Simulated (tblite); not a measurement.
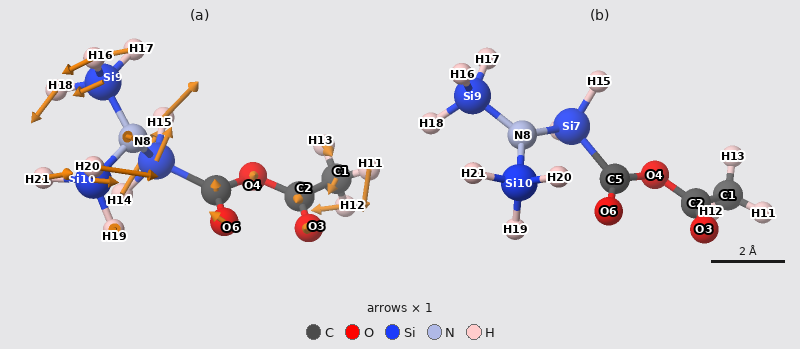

The structure of C3H11NO3Si3 before (left) and after (right) a relaxation, at one scale. The orange arrows give the displacements, at their true length.

A ball-and-stick model, seen at a tilt.

These are results of tblite 0.8.0, GFN2-xTB geometry optimisation, gas phase, not measurements. 

Q: What changed between the two?

A: The largest move after the best rigid fit is that of H14, 2.17 Å. Largest moves by element: H 2.17 Å, Si 1.04 Å, N 0.57 Å, O 0.53 Å, C 0.51 Å. Near-neighbour distances that change, for instance: Si7–N8 1.794 → 1.716 Å, C2–O3 1.266 → 1.190 Å, C5–Si7 1.845 → 1.903 Å, C5–O6 1.250 → 1.196 Å. Among the angles between lasting bonds that change: H19–Si10–H20 106.5° → 117.8°, Si7–N8–Si9 107.5° → 118.4°, Si7–N8–Si10 113.1° → 122.6°. Groups turn about C5–Si7 by about 45°, C1–C2 by about 40°. The energy falls by 112.2 kJ/mol in 230 geometry steps.
